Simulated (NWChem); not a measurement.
# One shape, several levels: SnF4 (SMILES [F][Sn]([F])([F])[F])

Aim: a comparison of 5 runs (HF/def2-SVP, B2PLYP/def2-SVP, B3LYP/def2-SVP, PBE0/def2-SVP, CCSD(T)/3-21G) of SnF4. 

The results are computed with NWChem 7.3.0.

## Step 1: The structure to begin with

SnF4: 5 atoms, total charge 0, spin state singlet. As SMILES, `[F][Sn]([F])([F])[F]`. The coordinates come from a PBE0-D4/def2-TZVP relaxation.

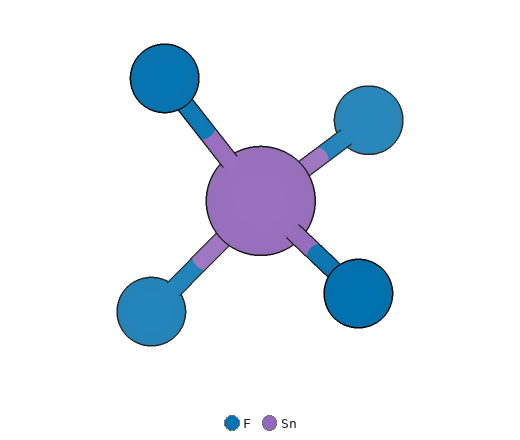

The structure, seen from a chosen angle (fluorine blue, tin purple).

## Step 2: Energy and forces at HF/def2-SVP (core potential) (run 1)

run.py reads:

```python
from ase import Atoms
from ase.calculators.nwchem import NWChem

atoms = Atoms(['F', 'Sn', 'F', 'F', 'F'], positions=[
    [0.130300, -0.871400, 1.656700],
    [0.009900, -0.014700, -0.008300],
    [-1.285400, 1.340000, 0.078100],
    [-0.477600, -1.263800, -1.320800],
    [1.672500, 0.736200, -0.447200],
])

calc = NWChem(
    label='run',
    theory='scf',
    memory='2200 mb',
    basis='def2-SVP',
    basispar='spherical bse',
    scf={'nopen': '0', 'rhf': None, 'thresh': '1e-08', 'maxiter': '80'},
    **{'ecp bse': {'Sn library': 'def2-SVP'}},
)
atoms.calc = calc

forces = atoms.get_forces()
e = atoms.get_potential_energy()
print(f"E = {e:.6f} eV")
print("forces (eV/A):")
for s, f in zip(atoms.symbols, forces):
    print(f"{s:2s} {f[0]:10.5f} {f[1]:10.5f} {f[2]:10.5f}")
print("dipole (e A):", atoms.get_dipole_moment().round(4))
```

Command:

```
$ export ASE_NWCHEM_COMMAND="nwchem PREFIX.nwi > PREFIX.nwo"
$ python run.py
```

Standard output:

```text
E = -16622.286073 eV
forces (eV/A):
F     0.00123   -0.00720    0.01358
Sn    0.00195   -0.00067    0.00031
F    -0.01152    0.01229    0.00036
F    -0.00473   -0.01080   -0.01116
F     0.01306    0.00638   -0.00309
dipole (e A): [-0.0001  0.0001 -0.    ]
```

The calculator wrote run.nwi:

```
title "run"

permanent_dir run

scratch_dir run

start run

geometry units angstrom nocenter noautosym noautoz
  F  1.3030000000000000e-01 -8.7139999999999995e-01 1.6567000000000001e+00
  Sn 9.9000000000000008e-03 -1.4700000000000000e-02 -8.3000000000000001e-03
  F  -1.2854000000000001e+00 1.3400000000000001e+00 7.8100000000000003e-02
  F  -4.7760000000000002e-01 -1.2638000000000000e+00 -1.3208000000000000e+00
  F  1.6725000000000001e+00 7.3619999999999997e-01 -4.4719999999999999e-01
end

memory 2200 mb

basis spherical bse noprint
   * library def2-SVP
end

scf
  nopen 0
  rhf
  thresh 1e-08
  maxiter 80
end
ecp bse
  Sn library def2-SVP
end

task scf gradient
```

run.nwo:

```text
Northwest Computational Chemistry Package (NWChem) 7.3.0
             --------------------------------------------------------

           Job information
           ---------------

    nwchem branch   = 7.3.0
    use scalapack   = T
    input           = run.nwi
    prefix          = run.
    data base       = run/run.db
    status          = startup
    nproc           =        1

           Memory information
           ------------------

[... 5 lines left out ...]
    hardfail = no
[... 128 lines left out ...]
         Quadratically convergent ROHF
[... 15 lines left out ...]
       Final RHF  results
[... 4 lines left out ...]
      Two-electron energy =    626.850793176696
[... 48 lines left out ...]
                       ROHF Final Molecular Orbital Analysis
[... 261 lines left out ...]
                 ----------------------------------------
                 |  Time  |  1-e(secs)   |  2-e(secs)   |
                 ----------------------------------------
                 |  CPU   |       0.06   |       2.29   |
                 ----------------------------------------
                 |  WALL  |       0.06   |       2.29   |
                 ----------------------------------------

 Task  times  cpu:       17.5s     wall:       17.5s
 Total times  cpu:       17.5s     wall:       17.5s
```

Wall time 19 s (1 thread of Intel Xeon Platinum 8259CL at 2.50GHz (Skylake/Cascade Lake), shared host); peak memory 0.1 GiB.

## Step 3: A single-point energy at B2PLYP/def2-SVP (core potential) (run 2)

mol.xyz reads:

```xyz
5
F4Sn
F      0.130300    -0.871400     1.656700
Sn     0.009900    -0.014700    -0.008300
F     -1.285400     1.340000     0.078100
F     -0.477600    -1.263800    -1.320800
F      1.672500     0.736200    -0.447200
```

mol.nw reads:

```
start mol
title "F4Sn"
memory total 2200 mb

geometry noautosym nocenter noautoz
 load mol.xyz
end

basis spherical bse
 * library def2-SVP
end

ecp bse
 Sn library def2-SVP
end

dft
 xc hfexch 0.53 becke88 0.47 lyp 0.73 mp2 0.27
 dftmp2 semidirect
 grid xfine
 convergence energy 1e-08
 maxiter 100
 mulliken
end

mp2
 freeze core 8
end

task dft energy
```

Command:

```
$ nwchem mol.nw > mol.out
```

Standard output:

```text
[...]
          Wavefunction type:  closed shell.
          No. of atoms     :     5
          No. of electrons :    58
[...]
          Charge           :     0
          Spin multiplicity:     1
[...]
          AO basis - number of functions:    82
[...]
              XC Information
              --------------
                     Hartree-Fock (Exact) Exchange  0.530
                    Becke 1988 Exchange Functional  0.470
              Lee-Yang-Parr Correlation Functional  0.730
[...]
 d= 0,ls=0.0,diis     1   -612.4534855619 -9.20D+02  1.98D-02  1.30D+00     5.1
[...]
 d= 0,ls=0.0,diis     8   -612.5958739182 -7.51D-10  1.79D-07  7.39D-10    36.4
         Total DFT energy =     -612.595873918238
      One electron energy =    -1545.553263332279
           Coulomb energy =      684.997019054456
    Exchange-Corr. energy =      -59.341195034944
 Nuclear repulsion energy =      307.301565394528
[...]
      Total Density - Mulliken Population Analysis
     ---------------------------------------------
    Atom       Charge   Shell Charges
 -----------   ------   -------------------------------------------------------
    1 F    9     9.45   1.99  1.12  0.84  3.31  2.18  0.00
    2 Sn  22    20.20   0.41  1.60  0.76 -0.04  2.74  3.26  0.92  0.17  9.81  0.56
    3 F    9     9.45   1.99  1.12  0.84  3.31  2.18  0.00
    4 F    9     9.45   1.99  1.12  0.84  3.31  2.18  0.00
    5 F    9     9.45   1.99  1.12  0.84  3.31  2.18  0.00
[...]
  Basis functions       =     82
[...]
```

Run time: 43 s. Hardware: 1 thread of Intel Xeon Platinum 8259CL at 2.50GHz (Skylake/Cascade Lake), shared host; peak memory 0.26 GiB.

Runs 3 to 4 aren't shown in full; the table further down has their settings and results.

## Step 4: A single-point energy at CCSD(T)/3-21G (run 5)

work.xyz reads:

```xyz
5

F      0.130300    -0.871400     1.656700
Sn     0.009900    -0.014700    -0.008300
F     -1.285400     1.340000     0.078100
F     -0.477600    -1.263800    -1.320800
F      1.672500     0.736200    -0.447200
```

work.nw reads:

```
echo
start work
memory total 2200 mb
charge 0

geometry noautosym nocenter noautoz
 load work.xyz
end

basis spherical bse
 * library 3-21G
end

scf
 thresh 1e-08
 maxiter 80
end

ccsd
 freeze core 22
 maxiter 60
end

task ccsd(t)
```

Command:

```
$ nwchem work.nw > work.out
```

Standard output:

```text
[...]
  functions       =    67
[...]
  wavefunction    = RHF
[...]
         Total SCF energy =  -6392.031031789171
      One-electron energy = -10005.329305203279
      Two-electron energy =   3021.712309722179
 Nuclear repulsion energy =    591.585963691929
        Time for solution =     11.3s
[...]
 Total MP2 energy:          -6392.552818195662439
[...]
             energy      energy      error      ampl     ampl      Block
                                                time     time      time
[...]
 Total CCSD energy:          -6392.550360629622446
[...]
 Total CCSD+T(CCSD) energy:          -6392.559466504853845
[...]
 Total CCSD(T) energy:               -6392.557921077645915
[...]
```

It took 94 s on 1 thread of Intel Xeon Platinum 8259CL at 2.50GHz (Skylake/Cascade Lake), shared host; peak memory 0.21 GiB.

## Step 5: All runs side by side

```csv
run,level,task,iteration cap,energy (Eh),dipole moment (D),HOMO energy (eV),LUMO energy (eV),wall time
1,HF/def2-SVP (core potential),gradient,80,-610.857751,0.00,-17.70,0.42,19 s
2,B2PLYP/def2-SVP (core potential),energy,100,-612.877392,0.00,-14.25,-2.09,43 s
3,B3LYP/def2-SVP (core potential),gradient,100,-613.495701,0.00,-11.67,-3.73,32 s
4,PBE0/def2-SVP (core potential),gradient,100,-613.056996,0.00,-12.10,-3.44,39 s
5,CCSD(T)/3-21G,energy,80,-6392.557921,–,-16.41,1.08,94 s
```

## Step 6: What came out

```
                                           quantity           value
                                run 5: total energy  -6392.55792 Eh
         run 5: HOMO energy (Hartree–Fock orbitals)       -16.41 eV
         run 5: LUMO energy (Hartree–Fock orbitals)         1.08 eV
       run 5: HOMO–LUMO gap (Hartree–Fock orbitals)        17.49 eV
run 5: correlation energy (22 core orbitals frozen)      -526.9 mEh
                              run 5: (T) correction       -7.56 mEh
```

What this shows: Over runs 1, 2, 3, 4 the HOMO–LUMO gap runs from 7.94 eV (B3LYP/def2-SVP) to 18.11 eV (HF/def2-SVP). Exact exchange widens orbital gaps. Totals of different functionals can't be ranked against each other. Some runs of one species differ in core potentials or relativity; totals across that change don't compare. In run 5 relativity is left out where basis or elements ask for it. All runs together took 3.8 min, the longest 94 s.
